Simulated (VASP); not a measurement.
Band structure of Se (trig). All values below come from rev-vdW-DF2, VASP's PBE PAW potentials (set 64) (plane waves; VASP).

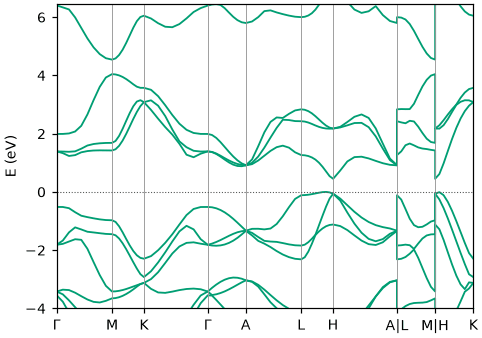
Bands along high-symmetry lines, zero at the valence-band maximum or, without a gap, the Fermi level

Task: Read the plot: is there a gap, and where are the band edges?

Result: The gap is indirect, 0.45 eV, from the valence maximum at L-H at 0.78 to the conduction minimum at H. (Edges off the drawn lines would not show.)

The compound is Se in the trig structure. It was relaxed first, which changed the volume by -7 %.
